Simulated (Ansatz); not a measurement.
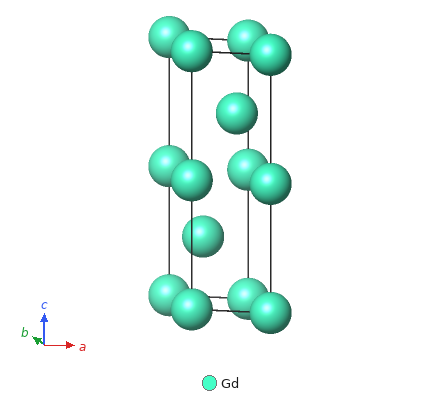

The structure; the drawing may span several cells.

Structure (in its standard cell), coordinates from a relaxation at fixed volume with Ansatz, DFT PBE, spin-orbit coupling, plane waves, PAW; the starting structure was generated, so it need not be a known form of this composition:

```yaml
crystal:
  lattice:
    - [3.61859, 0.00000, 0.00000]
    - [-1.80929, 3.13379, 0.00000]
    - [0.00000, 0.00000, 11.68449]
  atoms:
    - { symbol: Gd, position: [0.00000, 0.00000, 0.00000] }
    - { symbol: Gd, position: [0.00000, 0.00000, 0.50000] }
    - { symbol: Gd, position: [0.33333, 0.66667, 0.25000] }
    - { symbol: Gd, position: [0.66667, 0.33333, 0.75000] }
```

**Predict the [100] zone-axis pattern (200 kV, kinematic, B = 0.5 Å²).**

The spots form a rectangular net whose two shortest vectors correspond to d = 11.68 Å and 3.13 Å, 90.0° apart. They are 0 0 1 (itself extinct) and 0 1 0. The pattern has symmetry 2mm. A screw axis and a glide plane both extinguish reflections such as 0 0 1, 0 0 3, 0 0 5; reflections such as 0 3 -1, 0 3 1, 0 3 -3 are allowed by the space group but vanish because the atoms sit on special positions; reflections such as 0 0 2, 0 0 6, 0 0 10 are allowed but too weak to see at this display level.

Strongest reflections with d > 0.97 Å, one of each family (|F|² from tabulated Gaussian fits of the electron scattering factors, times a small damping for the curvature of the Ewald sphere):

```json
{"hkl": "0 0 4", "d (Å)": "2.921", "I (strongest = 100)": "100"}
{"hkl": "0 1 2", "d (Å)": "2.762", "I (strongest = 100)": "51"}
{"hkl": "0 0 8", "d (Å)": "1.461", "I (strongest = 100)": "27"}
{"hkl": "0 1 6", "d (Å)": "1.654", "I (strongest = 100)": "20"}
{"hkl": "0 1 1", "d (Å)": "3.027", "I (strongest = 100)": "20"}
{"hkl": "0 2 2", "d (Å)": "1.513", "I (strongest = 100)": "17"}
```

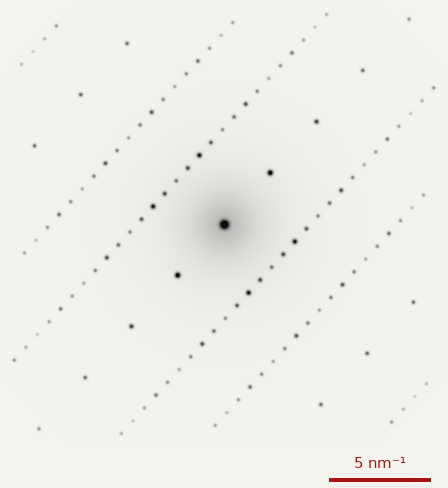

Calculated pattern, seen from the source side with [100] pointing towards the source.
